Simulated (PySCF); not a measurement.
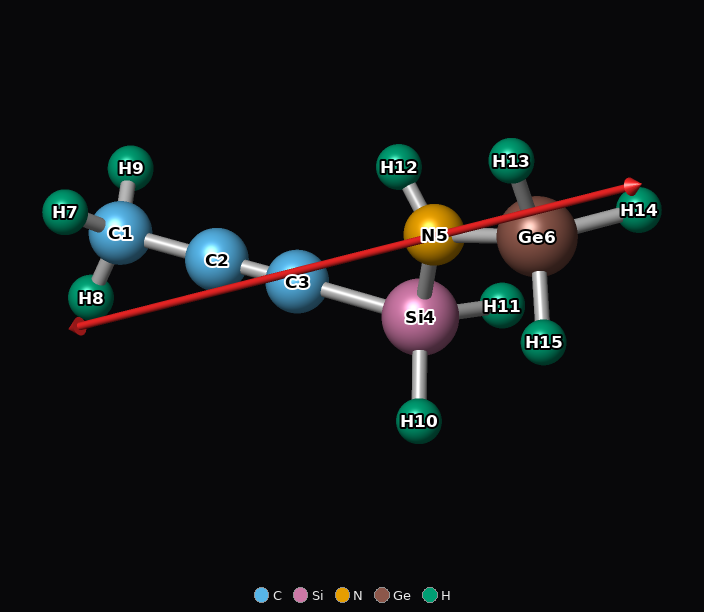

The double arrow shows the direction of the transition dipole to excited singlet state 3 (its length means nothing). The computed structure is the end point of a GFN2-xTB optimisation. No frequency run is at hand to confirm it as a minimum. Level of theory: TDDFT PBE0/def2-SVPD, vertical, gas phase, core orbitals frozen in the response (PySCF 2.14.0).

> How is the transition polarised?

Close to the long direction C1···Ge6.

> Where does the transition lie, and how strong is it?

6.24 eV (199 nm), oscillator strength 0.020, mainly HOMO−2 → LUMO (weight 0.56); transition dipole 0.91 D.

The geometry is semi-empirical. Around Ge, Si such bond lengths and angles can be off by a tenth of an ångström or more and by several degrees, and values that hang on the shape move with them.
